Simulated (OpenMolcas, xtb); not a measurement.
# A ladder of methods for C2H5AlN2 (SMILES C#[C][Al]([NH2])[NH2])

C2H5AlN2 has 10 atoms, charge 0, and is taken as a singlet. As SMILES, `C#[C][Al]([NH2])[NH2]`. Geometry: relaxed at PBE0-D4/def2-TZVP.

```tsv
atom	x (Å)	y (Å)	z (Å)
C	-2.3681	1.2211	0.8733
C	-1.3459	0.6936	0.4978
Al	0.2657	-0.1380	-0.0942
N	0.2476	-1.8611	-0.4670
N	1.7224	0.8429	-0.2499
H	-3.2691	1.6860	1.2042
H	1.0274	-2.4108	-0.7859
H	-0.5748	-2.4352	-0.3837
H	1.7500	1.8271	-0.0413
H	2.6277	0.5234	-0.5503
```

Each level gives the dipole moment (D). The values are calculated.

```json
{"level": "GFN2-xTB", "kind": "semi-empirical", "program": "xtb", "value (D)": "1.08"}
{"level": "GFN1-xTB", "kind": "semi-empirical", "program": "xtb", "value (D)": "1.46"}
{"level": "HF/def2-SVP", "kind": "Hartree–Fock", "program": "OpenMolcas", "value (D)": "0.78"}
{"level": "SVWN5/def2-SVP", "kind": "LDA", "program": "OpenMolcas", "value (D)": "1.22"}
{"level": "revPBE/def2-SVP", "kind": "GGA", "program": "OpenMolcas", "value (D)": "1.14"}
{"level": "M06-L/def2-SVP", "kind": "meta-GGA", "program": "OpenMolcas", "value (D)": "1.06"}
{"level": "B3LYP/def2-SVP", "kind": "global hybrid", "program": "OpenMolcas", "value (D)": "1.07"}
```

The values span 0.78 to 1.46 D. Magnitudes only.

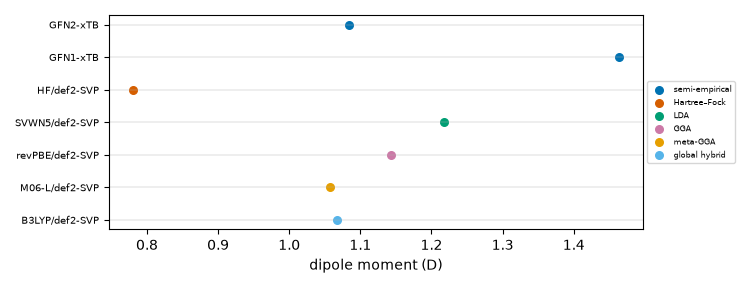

The values of the table, level by level.
